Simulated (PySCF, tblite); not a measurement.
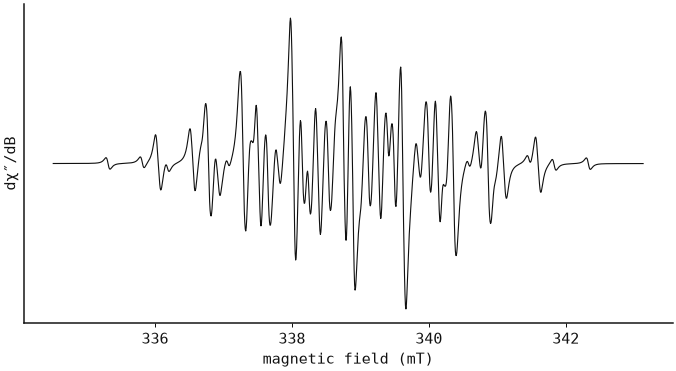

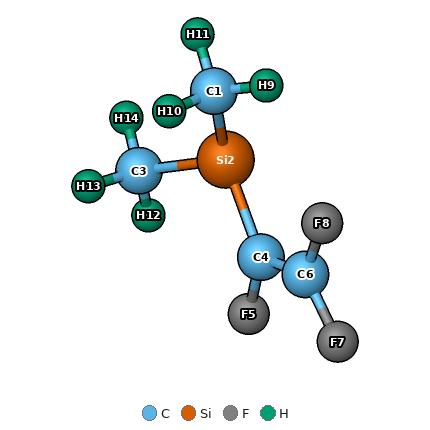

First-order isotropic EPR spectrum (fast tumbling, first derivative) of C₄H₆F₃Si, SMILES C[Si](C)C(F)=C(F)F, doublet at 9.50 GHz, Lorentzian lines of 0.10 mT full width at half height, from computed g and hyperfine couplings (B3LYP/pcH-1 in PySCF 2.14.0, at a GFN2-xTB geometry (a minimum by its frequencies), gas phase); values of one conformer, averaged over methyl-type rotors alone; other conformers aren't averaged in; no vibrational averaging; dilute isotopes left out. The SMILES is one Lewis form and needn't show where the spin sits.

Q: Which couplings does the calculation give? The spectrum shows the sizes of those above the line width, not their signs.

A:
```
       nuclei  isotope  a (mT)  a (MHz)
           F7      ¹⁹F    1.25     34.9
           F8      ¹⁹F    0.86     24.2
H12, H13, H14       ¹H    0.74     20.8
 H9, H10, H11       ¹H    0.72     20.2
           F5      ¹⁹F   −0.50    −14.0
```

Q: What is the g value, and how wide is the spectrum?

A: g_iso = 2.0033, which centres the spectrum at 338.8 mT; it spans 7.0 mT.

Caveats: the tight-binding geometry is rougher than a DFT one and adds to the error.
